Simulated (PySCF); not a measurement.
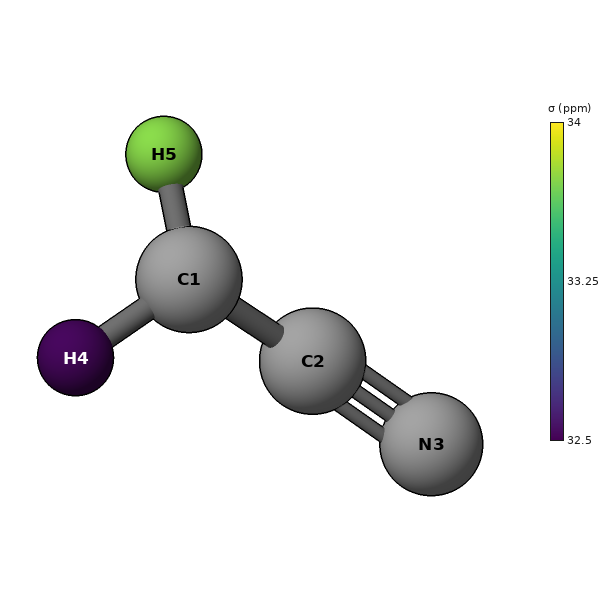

Atoms are coloured by their isotropic NMR shieldings (H only, the others grey). Charge −1, singlet. Geometry: a frame of a GFN2-xTB molecular-dynamics simulation, not a minimum. Properties computed with GIAO PBE0/pcSseg-1 NMR shielding, non-relativistic, gas phase (PySCF 2.14.0).

Give the isotropic NMR shieldings of the H atoms atom by atom.

```tsv
atom	σ (ppm)
H4	32.53
H5	33.73
```
